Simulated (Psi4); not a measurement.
**U-wB97X-D/def2-TZVPD (density fitting with def2-universal-jkfit, sweep point 3) run of Si2 (disilicon)**

What is the vertical electron affinity of Si2 (disilicon) at U-wB97X-D/def2-TZVPD (density fitting with def2-universal-jkfit, sweep point 3)? Input form: a Python script.

The calculation is run with Psi4 1.11.

**1. Starting point**

Si2: 2 atoms, total charge 0, spin state triplet. As SMILES, `[Si]=[Si]`. Geometry: a GFN2-xTB relaxation, a rough one for these elements and not checked as a minimum.

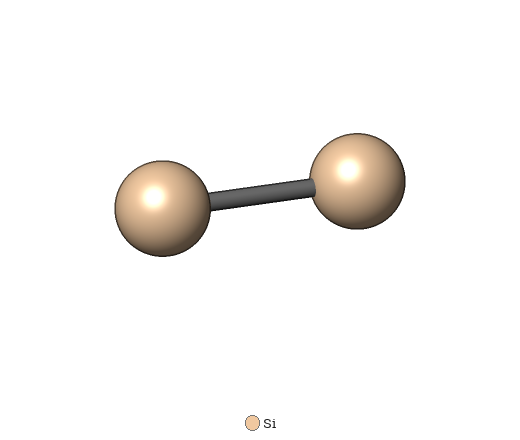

The structure, seen from a chosen angle (silicon light orange).

**2. A single-point energy at U-wB97X-D/def2-TZVPD (density fitting with def2-universal-jkfit, sweep point 3)**

job.py reads:

```python
import psi4

psi4.set_memory(1600000000)
psi4.set_num_threads(1)
psi4.core.set_output_file('si2.out', False)

mol = psi4.geometry("""
0 3
Si     0.000000     0.000000     0.000000
Si     0.000000     0.000000     2.174210
symmetry c1
""")

options = {'reference': 'uks', 'puream': True, 'scf_type': 'df', 'dft_radial_points': 99, 'dft_spherical_points': 590, 'df_basis_scf': 'def2-universal-jkfit', 'maxiter': 150}
psi4.set_options(options)

e, wfn = psi4.energy("wb97x-d/def2-TZVPD", return_wfn=True)
print(f'wb97x-d/def2-TZVPD energy: {e:.10f} Eh')
```

The run is started by

```
$ python job.py
```

si2.out, cut to the lines that bear on the results:

```text
[...]
  Running in c1 symmetry.
[...]
  Nuclear repulsion =   47.704100933819646
[...]
  Multiplicity = 3
[...]
  Nalpha       = 15
  Nbeta        = 13
[...]
    Number of basis functions: 86
[...]
   @DF-UKS iter   1:  -578.79447292200052   -6.43758e-01   4.13821e-03 DIIS/ADIIS
[...]
   @DF-UKS iter   8:  -578.83555552926066   -2.94079e-08   1.81205e-07 DIIS
[...]
   @S^2 Observed:                2.007858413E+00
[...]
    Orbital Energies [Eh]
    ---------------------
    Alpha Occupied:
       1A    -66.299388     2A    -66.299364     3A     -5.420285
       4A     -5.420040     5A     -3.766911     6A     -3.766786
       7A     -3.765967     8A     -3.764557     9A     -3.760828
      10A     -3.760705    11A     -0.642013    12A     -0.467496
      13A     -0.321262    14A     -0.308917    15A     -0.286254
    Alpha Virtual:
      16A     -0.024157    17A     -0.009492    18A      0.062211
      19A      0.069820    20A      0.120753    21A      0.121001
      22A      0.127082    23A      0.134257    24A      0.151853
      25A      0.158211    26A      0.165107    27A      0.170739
[...]
  @DF-UKS Final Energy:  -578.83555552926066
   => Energetics <=
    Nuclear Repulsion Energy =             47.7041009338196460
    One-Electron Energy =                -896.9393364224316656
    Two-Electron Energy =                 300.6920015312182954
    DFT Exchange-Correlation Energy =     -30.2922984097914139
    Empirical Dispersion Energy =          -0.0000231620754675
    VV10 Nonlocal Energy =                  0.0000000000000000
    Total Energy =                       -578.8355555292606596
[...]
 Multipole Moments:
 ------------------------------------------------------------------------------------
     Multipole            Electronic (a.u.)      Nuclear  (a.u.)        Total (a.u.)
 ------------------------------------------------------------------------------------
 L = 1.  Multiply by 2.5417464519 to convert [e a0] to [Debye]
 Dipole X            :          0.0000000            0.0000000            0.0000000
 Dipole Y            :         -0.0000000            0.0000000           -0.0000000
 Dipole Z            :          0.0000000            0.0000000            0.0000000
 Magnitude           :                                                    0.0000000
[...]
```

On the terminal:

```text
wb97x-d/def2-TZVPD energy: -578.8355555293 Eh
```

It took 11 s on 1 thread of Intel Xeon Platinum 8175M at 2.50GHz (Skylake/Cascade Lake), shared host; peak memory 0.49 GiB.

**3. The doublet anion at the same level**

calc.py reads:

```python
import psi4

psi4.set_memory('1600 MB')
psi4.set_num_threads(1)
psi4.core.set_output_file('si2.out', False)

mol = psi4.geometry("""
-1 2
Si     0.000000     0.000000     0.000000
Si     0.000000     0.000000     2.174210
symmetry c1
""")

options = {'reference': 'uks', 'puream': True, 'scf_type': 'df', 'dft_radial_points': 99, 'dft_spherical_points': 590, 'df_basis_scf': 'def2-universal-jkfit', 'maxiter': 150}
psi4.set_options(options)

E, wfn = psi4.energy('wb97x-d/def2-TZVPD', molecule=mol, return_wfn=True)
print(f'total energy {E:.8f} hartree = {E * 27.211386:.5f} eV')
```

The run is started by

```
$ python calc.py
```

si2.out, cut to the lines that bear on the results:

```text
[...]
  Running in c1 symmetry.
[...]
  Nuclear repulsion =   47.704100933819646
[...]
  Multiplicity = 2
[...]
  Nalpha       = 15
  Nbeta        = 14
[...]
    Number of basis functions: 86
[...]
   @DF-UKS iter   1:  -578.78325519035934   -6.32540e-01   5.48431e-03 DIIS/ADIIS
[...]
   @DF-UKS iter   8:  -578.90682304370534   -1.26879e-07   4.67705e-07 DIIS
[...]
   @S^2 Observed:                7.607000578E-01
[...]
    Orbital Energies [Eh]
    ---------------------
    Alpha Occupied:
       1A    -66.067309     2A    -66.067285     3A     -5.188922
       4A     -5.188690     5A     -3.535786     6A     -3.534385
       7A     -3.531409     8A     -3.531409     9A     -3.531284
      10A     -3.531284    11A     -0.403981    12A     -0.245450
      13A     -0.107363    14A     -0.071126    15A     -0.071126
    Alpha Virtual:
      16A      0.180694    17A      0.180694    18A      0.191632
      19A      0.219695    20A      0.266972    21A      0.280564
      22A      0.280565    23A      0.305684    24A      0.311349
      25A      0.311349    26A      0.315580    27A      0.315580
[...]
  @DF-UKS Final Energy:  -578.90682304370534
   => Energetics <=
    Nuclear Repulsion Energy =             47.7041009338196460
    One-Electron Energy =                -903.3328357046525525
    Two-Electron Energy =                 307.0961193458670664
    DFT Exchange-Correlation Energy =     -30.3741844566640147
    Empirical Dispersion Energy =          -0.0000231620754675
    VV10 Nonlocal Energy =                  0.0000000000000000
    Total Energy =                       -578.9068230437052307
[...]
 Multipole Moments:
 ------------------------------------------------------------------------------------
     Multipole            Electronic (a.u.)      Nuclear  (a.u.)        Total (a.u.)
 ------------------------------------------------------------------------------------
 L = 1.  Multiply by 2.5417464519 to convert [e a0] to [Debye]
 Dipole X            :          0.0000000            0.0000000            0.0000000
 Dipole Y            :         -0.0000000            0.0000000           -0.0000000
 Dipole Z            :          0.0000002            0.0000000            0.0000002
 Magnitude           :                                                    0.0000002
[...]
```

On the terminal:

```text
total energy -578.90682304 hartree = -15752.85702 eV
```

Run time: 11 s. Hardware: 1 thread of Intel Xeon Platinum 8175M at 2.50GHz (Skylake/Cascade Lake), shared host; peak memory 0.49 GiB.

**4. Summary of results**

At U-wB97X-D/def2-TZVPD (density fitting with def2-universal-jkfit, sweep point 3):

```
                                         quantity          value
                        triplet Si2: total energy  -578.83556 Eh
                       triplet Si2: dipole moment         0.00 D
  triplet Si2: HOMO energy (highest over α and β)       -7.42 eV
   triplet Si2: LUMO energy (lowest over α and β)       -2.37 eV
                   triplet Si2: dispersion energy   -0.06 kJ/mol
                                triplet Si2: ⟨S²⟩          2.008
                      doublet anion: total energy  -578.90682 Eh
doublet anion: HOMO energy (highest over α and β)       -1.79 eV
 doublet anion: LUMO energy (lowest over α and β)        2.96 eV
                 doublet anion: dispersion energy   -0.06 kJ/mol
                              doublet anion: ⟨S²⟩          0.761
vertical electron affinity (to the doublet anion)       1.939 eV
```

At fixed nuclei the extra electron is bound by 1.94 eV (187 kJ/mol).
